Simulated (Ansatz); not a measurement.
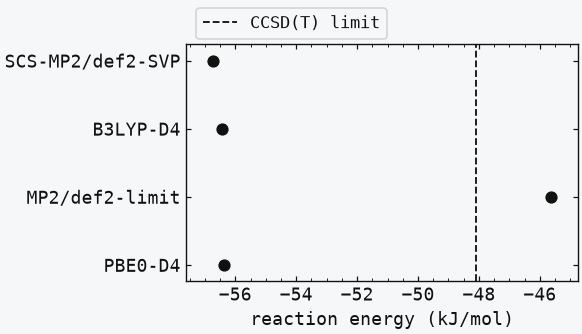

Electronic reaction energy of ScH₂O₂F ([OH][Sc]([OH])[F]) + HF (F) → ScHOF₂ ([OH][Sc]([F])[F]) + H₂O (O) (SMILES in brackets) at several levels (functionals in def2-TZVPP unless a basis is named), isolated molecules at PBE0-D4 triple-zeta geometries, minima by their frequencies, no zero-point or thermal terms, the Ansatz code 0.2.0. The line is frozen-core CCSD(T) at the basis limit (MP2 extrapolated from triple and quadruple zeta, plus CCSD(T) less MP2 in a smaller set). The distance of SCS-MP2/def2-SVP to the limit includes basis error.

Question: Which level comes closest to the line (CCSD(T) limit), and which misses most?

Answer: Closest MP2/def2-limit (−45.6 kJ/mol), against −48.1 kJ/mol; farthest SCS-MP2/def2-SVP (−56.7 kJ/mol).

Question: Give the values.

Answer:
| level | kJ/mol | less CCSD(T) limit |
| --- | --- | --- |
| SCS-MP2/def2-SVP | −56.7 | −8.6 |
| B3LYP-D4 | −56.4 | −8.3 |
| MP2/def2-limit | −45.6 | 2.5 |
| PBE0-D4 | −56.4 | −8.3 |
| CCSD(T) limit | −48.1 | 0.0 |

Caveats: no scalar relativity up to krypton; outer-core shells are correlated without core-valence functions, which makes the correlated values less sure.
